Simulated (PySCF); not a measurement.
# CH8N2OSi2 (SMILES NC(=O)[SiH2]N[SiH3]): what the fields show

```tsv
atom	x (Å)	y (Å)	z (Å)
N	2.9955	0.0795	0.1020
C	1.7214	0.1102	-0.3460
O	1.4727	0.2418	-1.5315
Si	0.3253	-0.0598	0.9548
N	-1.0973	0.0119	0.0003
Si	-2.7658	-0.0795	0.4631
H	3.7599	0.1697	-0.5511
H	3.2054	-0.0222	1.0774
H	0.4352	1.0368	1.9266
H	0.4627	-1.3378	1.6641
H	-0.9057	0.1691	-0.9792
H	-2.9536	-1.2879	1.2688
H	-3.1252	1.0916	1.2695
H	-3.5312	-0.1238	-0.7808
```

Geometry: GFN2-xTB.

Theory: PySCF 2.14.0, PBE0/pcSseg-1, SCF density, gas phase, non-relativistic.

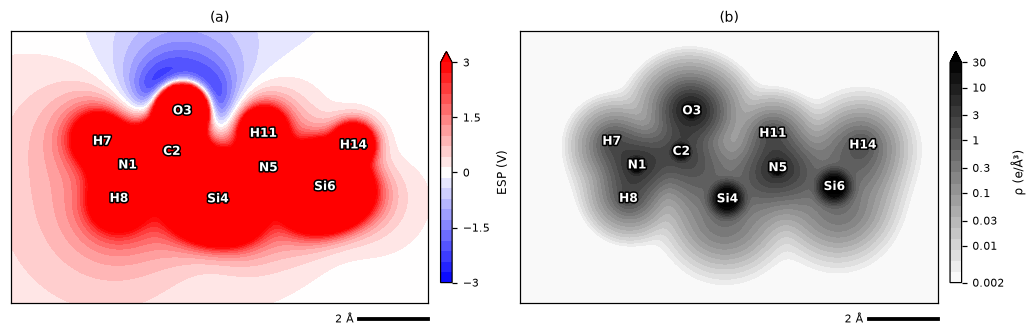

Figure 1. (a) electrostatic potential; (b) electron density on the plane of atoms N1, C2 and Si4.

**What do the fields say about this system?**

The plane passes through N, C, O, Si and H nuclei. C–O (1.22 Å): the density is about 3.2 e/Å³ at the midpoint. C–N (1.35 Å): ρ at the midpoint is about 2.3 e/Å³. Si–N (1.71 Å): the density is about 1.1 e/Å³ at the midpoint. C–Si (1.92 Å): ρ is about 0.93 e/Å³ halfway. N–H (1.00 Å): the density is about 2.9 e/Å³ at the midpoint. Outside the dense part of the molecule the potential is most negative (−2.2 V) near O3.

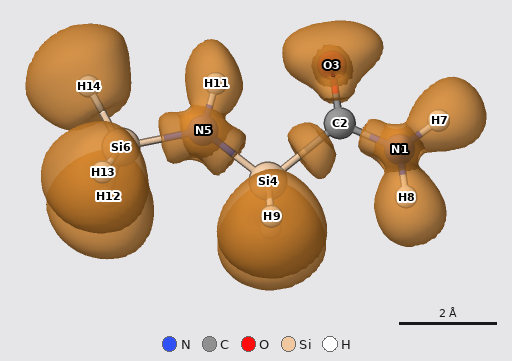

Figure 2. Isosurface of the electron localisation function at 0.75 (orange), seen across its widest extent. Only the valence region is drawn (cores and ρ < 0.01 e/Å³ removed).

**Identify the bonds, lone pairs and shells in this picture.**

At this value the surface marks out one region between bonded C–Si atoms (shared pairs), five regions around hydrogen nuclei, one region on O in which the atom's valence shell and bonds are merged and two joined regions spread over several atoms (H, N), in which their bonds and any lone pairs are merged. Along the contacts the grid gives the following. C–O (1.22 Å): the ELF peaks at about 0.85 between the atoms; a multiple bond. C–N (1.35 Å): the ELF peaks at about 0.90 between the atoms (localised, covalent bonding).

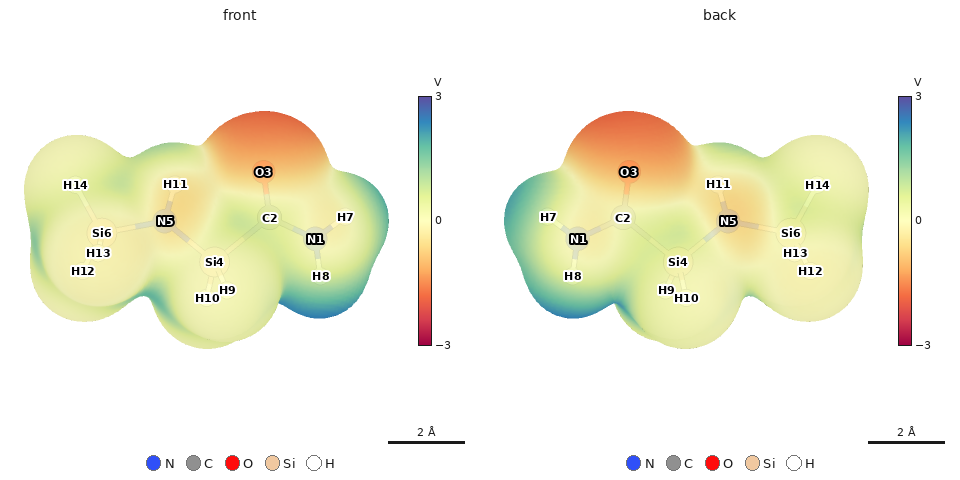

Figure 3. The molecular electrostatic potential painted on the density surface at 0.002 e/bohr³, seen from the front and from behind; red is negative and blue positive.

**Which sites attract a positive test charge, and which a negative one?**

A positive charge is drawn to the negative regions and a negative charge to the positive ones. The most negative region (about −1.8 V) lies over O3, the most positive (about +2.4 V) over H8. O3 is the likeliest acceptor of a hydrogen bond.
